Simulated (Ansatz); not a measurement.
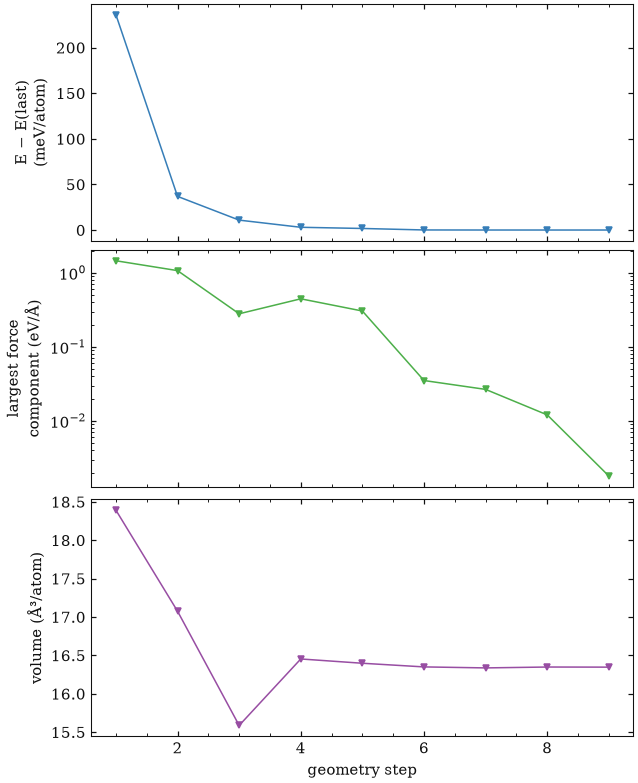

History of a geometry optimisation. Atoms and cell relax. A closing SCF on a freshly chosen basis isn't drawn.

FeBrO (Pmmn, 6 atoms in the cell); DFT, PAW plane waves, r2SCAN (Ansatz 0.2.0); cutoff 500 eV, 5×3×5 k-mesh, Fermi–Dirac smearing of 0.0142 eV.

### How did the optimisation end?

The optimisation met its thresholds at geometry 9, counting the start as the first. The energy fell by about 240 meV/atom from the first step to the last. The largest force component goes from about 1.5 eV/Å at the start to 1.8 × 10⁻³ eV/Å at the end.

### What happens to the cell?

The volume shrinks from 18.4 to 16.3 Å³ per atom (−11 %), overshooting to 15.6 at step 3. The start was expanded.

### By which step was nine tenths of the energy gained?

By step 3 of 9.
